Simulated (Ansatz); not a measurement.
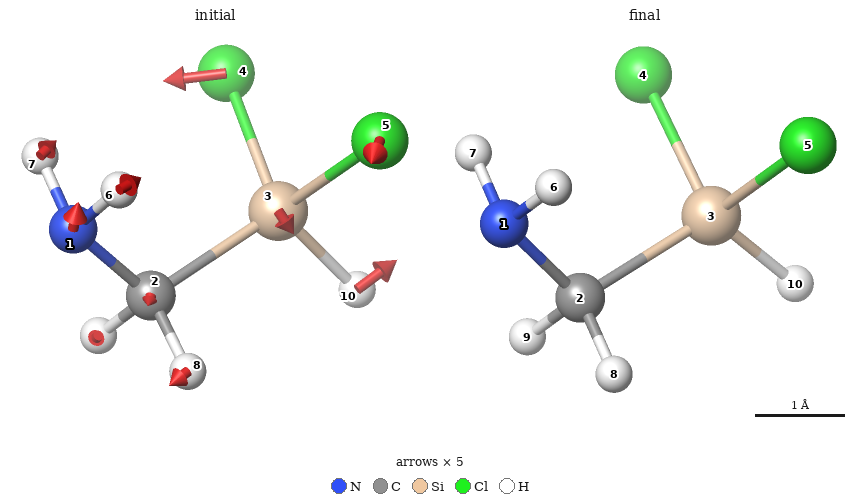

The structure of CH$_{5}$Cl$_{2}$NSi (coarse preliminary run) before (left) and after (right) a relaxation, at one scale. The red arrows give the displacements, 5 times their true length.

The picture is a ball-and-stick view, seen from a free direction.

The start comes from a force field.

These are results of Ansatz, RKS PBE-D4/def2-SVP, not measurements.

Input
```yaml
crystal:
  periodic: [false, false, false]
  atoms:
    - {symbol: N, position_ang: [-1.434400, -0.130100, 0.684300]}
    - {symbol: C, position_ang: [-0.062100, -0.459600, 0.749600]}
    - {symbol: Si, position_ang: [0.980000, 0.164000, -0.670700]}
    - {symbol: Cl, position_ang: [0.342600, -0.507500, -2.444400]}
    - {symbol: Cl, position_ang: [0.889300, 2.197500, -0.789600]}
    - {symbol: H, position_ang: [-1.588900, 0.947200, 0.646400]}
    - {symbol: H, position_ang: [-1.873200, -0.436000, -0.187700]}
    - {symbol: H, position_ang: [0.378500, -0.061300, 1.691200]}
    - {symbol: H, position_ang: [0.009700, -1.532000, 0.838600]}
    - {symbol: H, position_ang: [2.441700, -0.233400, -0.514500]}
basis:
  gaussian: {orbitals: def2-SVP}
hamiltonian: {xc: pbe, dispersion: d4}
relax: {f_tol: 0.03, max_steps: 200}
```

Command:
```bash
ansatz run in.yaml --threads 4 --pin off --events-out ev --progress --plain --max-ram 10444MiB
```

**What changed between the two?**

The energy falls by 27.6 kJ/mol in 5 geometry steps. The largest force component goes from 2.8 to 0.0065 eV/Å. The largest move after the best rigid fit is that of Cl4, 0.15 Å. Largest moves by element: Cl 0.15 Å, H 0.12 Å, N 0.08 Å, Si 0.06 Å, C 0.03 Å. Near-neighbour distances that change, for instance: Si3–Cl4 2.001 → 2.086 Å, N1–H6 1.089 → 1.030 Å, N1–C2 1.413 → 1.464 Å, Si3–Cl5 2.039 → 2.086 Å. Bond angles that change, for instance: C2–Si3–H10 111.7° → 118.2°, C2–Si3–Cl4 112.6° → 107.1°, H6–N1–H7 101.8° → 105.5°.
